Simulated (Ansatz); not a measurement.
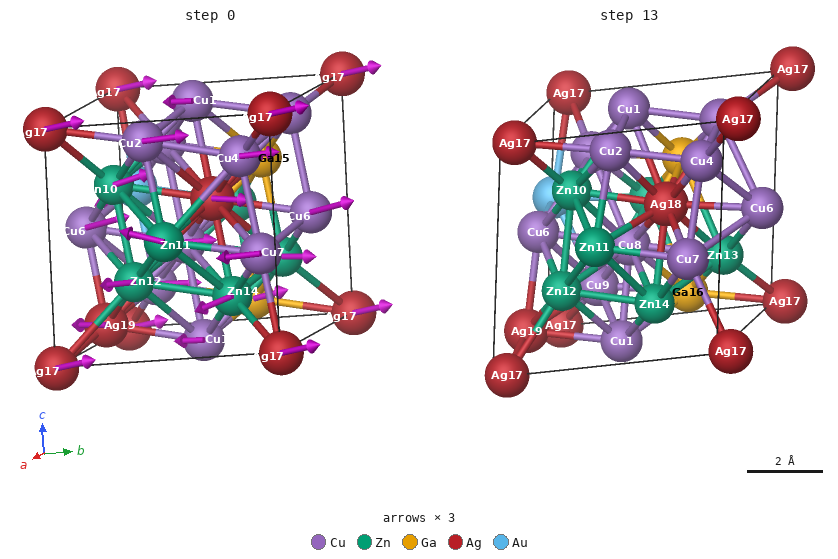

The structure of solid Zn5Ga2Cu9Ag3Au (a generated structure, set up in P1) (coarse preliminary run) before (left) and after (right) a relaxation, at one scale. The purple arrows give the displacements (the part carried along by the change of the cell is left out), magnified 3 times.

The picture is a ball-and-stick view of the cell of the calculation, reduced to other axes, seen slightly off an axis. Lengths and directions refer to the drawn axes.

Case: elements placed on the bcc lattice at random.

Theory: DFT r2SCAN, scalar-relativistic, plane waves, PAW (Ansatz). (plane-wave cutoff 500 eV; k-point mesh 2 × 2 × 2; occupations gaussian; smearing width 0.1 eV; mesh shifted by (0.5, 0.5, 0.5); no spin polarisation; cell and atoms relaxed; force threshold 0.04 eV/Å; at most 50 steps)

Summarise the run.

The largest move relative to the cell is that of a Cu atom, 0.52 Å roughly along [1 3 1]. By element the largest moves are Cu 0.52 Å, Ga 0.47 Å, Au 0.46 Å, Ag 0.45 Å, Zn 0.44 Å. The drawn cell changes as follows: a 6.722 → 6.498 Å (−3.3 %), b 6.722 → 6.910 Å (+2.8 %), c 6.722 → 6.490 Å (−3.5 %), α 80.9° → 75.0°, β 80.9° → 85.8°, γ 80.9° → 74.9°; the volume changes by −7.4 %. Near-neighbour distances that change, for instance: Cu–Zn 3.068 → 3.859 Å, Ag–Cu 3.085 → 3.868 Å, Ag–Zn 3.160 → 3.893 Å, Ag–Cu 3.081 → 3.746 Å. New bonds form, among them: Cu–Cu (3.08 → 2.55 Å), Cu–Cu (3.12 → 2.59 Å), Cu–Zn (3.07 → 2.53 Å). The space group stays P1 (No. 1). The energy falls by 2.161 eV per cell of the calculation in 11 accepted moves (13 points after the start). Largest force component: 0.85 eV/Å at the start, 0.016 eV/Å at the end. Pressure: −7.13 GPa at the start and 0.04 GPa at the end. The line search rejected the trial step at point 6 of the run. The SCF was repeated once at an unchanged geometry on a basis and grid sized afresh for the cell, which shifted the energy by 1.2 meV per cell of the calculation at most.

Limits of the set-up: the k-point mesh is coarse for a cell with partly filled bands.
